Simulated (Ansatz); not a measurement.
System: CH$_{4}$ClSi (doublet).

Input file:

```
crystal:
  periodic: [false, false, false]
  atoms:
    - {symbol: C, position_ang: [0.071242, -1.233682, 0.491352]}
    - {symbol: Cl, position_ang: [0.488083, 1.256080, -1.543444]}
    - {symbol: Si, position_ang: [1.110166, 0.314913, 0.219589]}
    - {symbol: H, position_ang: [0.366835, -1.729762, 1.429889]}
    - {symbol: H, position_ang: [0.197699, -1.945738, -0.338111]}
    - {symbol: H, position_ang: [-0.996143, -0.962181, 0.557461]}
    - {symbol: H, position_ang: [0.925969, 1.290651, 1.341735]}
basis:
  gaussian: {orbitals: def2-TZVPD}
magnetization: {spin_polarized: true, initial_magnetization: 1}
hamiltonian: {xc: pbe0}
output: {forces: true, orbitals: {seedname: orbitals}}
```

Command:

```sh
ansatz run input.yaml --threads 1 --pin off --max-ram 2610MiB --events-out events.jsonl --progress --plain --runs-dir runs
```

Geometry: B3LYP-D3(BJ)/def2-SVP.

Level of theory: isolated molecule in a Gaussian basis; Kohn-Sham density functional theory, functional PBE0 (Ansatz 0.2.0).

> What will maps of the electron density, electron localisation function and spin density show?

C–Si (1.88 Å): ρ is about 0.94 e/Å³ halfway; the ELF peaks at about 0.95 between the atoms, as expected for localised, covalent bonding.
Si–Cl (2.09 Å): ρ at the midpoint is about 0.84 e/Å³; the ELF peaks at about 0.85 between the atoms, as expected for a shared but strongly polarised pair.
C–H (1.10 Å): the density is about 1.9 e/Å³ at the midpoint; the ELF climbs to about 1 towards the hydrogen, as it does in any bond to H: an ordinary covalent bond to hydrogen.
The unpaired spin (1 electron) lies mostly on Si3 (about 0.8) and Cl2 (about 0.1), in electrons by Hirshfeld's partition.

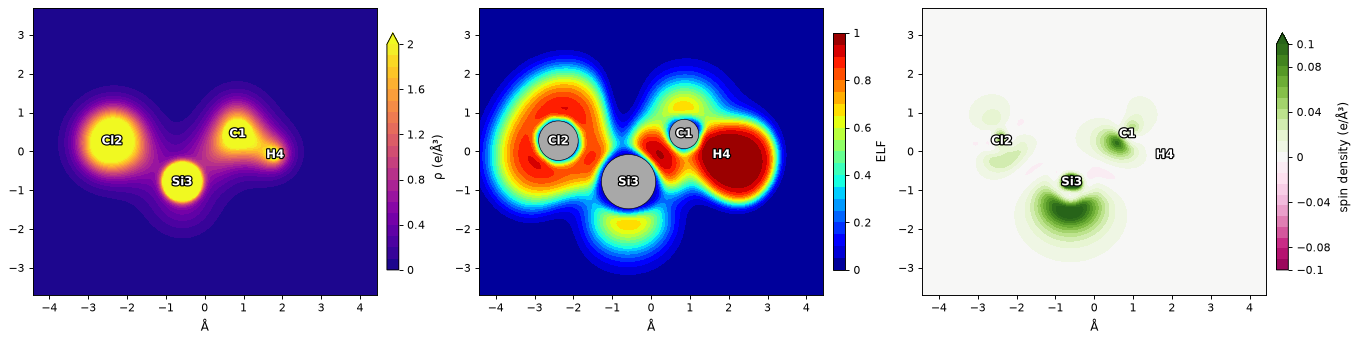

Computed electron density, electron localisation function and spin density on the plane of atoms Si3, C1 and H4, in this order. Grey discs cover the atomic cores in the ELF map. 
